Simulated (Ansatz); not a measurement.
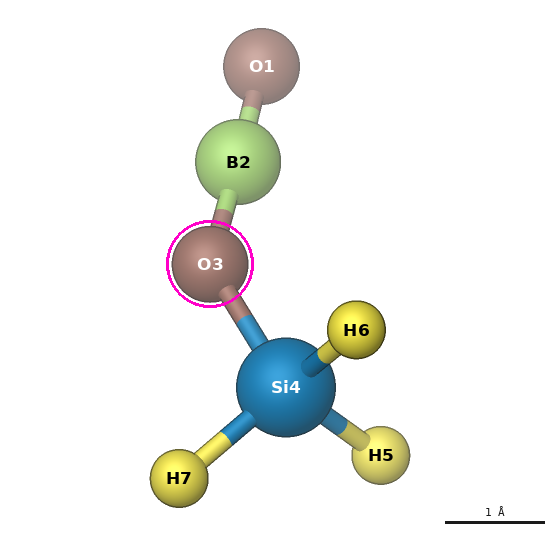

Orthographic view. Distant atoms are faded towards the background colour. Computed geometry: PBE-D4/def2-SVP optimisation. No frequency run is at hand to confirm it as a minimum.

Question: Which atoms are bonded to the circled atom?

Answer: The circled atom is O3; it is bonded to B2, Si4.

Question: Which atom is nearest the viewer?

Answer: H6, 1.8 Å in front of the mean position.

Question: Of Si4 and H5, which is nearer the viewer?

Answer: Si4; the bond to H5 points away from the viewer, so it looks shorter than its 1.50 Å.

Question: Which two atoms are farthest apart in space?

Answer: O1 and H7, 5.09 Å.
